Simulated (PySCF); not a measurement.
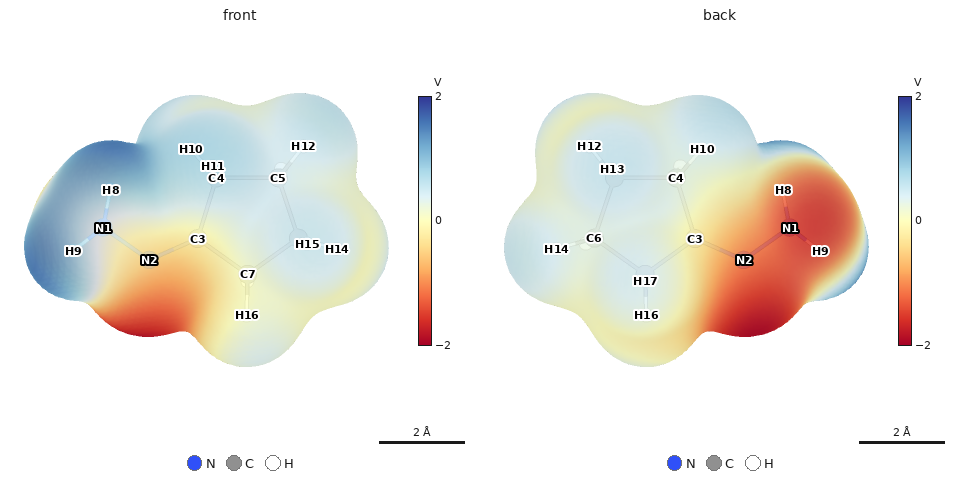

Figure 1: C$_{5}$H$_{10}$N$_{2}$ (SMILES NN=C1CCCC1). The electrostatic potential painted on the density surface at 0.002 e/bohr³, seen from the front and from behind; red is negative and blue positive.

Geometry: GFN2-xTB.

Method: PBE0/pcSseg-1, SCF density, gas phase, non-relativistic (PySCF 2.14.0).

Input file:

```
{"job": {"kind": "nmr", "xc": "PBE0", "basis": "pcSseg-1"}, "charge": 0, "multiplicity": 1}
N      2.819690    -0.181792    -0.538468
N      1.789372     0.707947    -0.504280
C      0.603221     0.343769    -0.265848
C      0.087698    -1.024871     0.127641
C     -1.432185    -0.856866     0.168101
C     -1.635915     0.622532     0.498024
C     -0.538618     1.318895    -0.305451
H      2.704024    -1.044029    -0.010465
H      3.694809     0.288134    -0.352334
H      0.403716    -1.796095    -0.577604
H      0.478117    -1.291210     1.116227
H     -1.906571    -1.516444     0.894234
H     -1.852801    -1.073127    -0.815496
H     -2.633660     0.973802     0.239210
H     -1.477924     0.790187     1.565201
H     -0.253573     2.290680     0.093088
H     -0.856400     1.460517    -1.341689
```

Command:

```sh
OMP_NUM_THREADS=1 python probes_run.py task.json out
```

> Where is the surface potential most negative and most positive?

The most negative region (about −1.9 V) lies over N2, the most positive (about +1.5 V) over H8 and H9. N2 is the likeliest acceptor of a hydrogen bond.

> How polar is the molecule by this calculation?

Its dipole moment is 2.03 D.
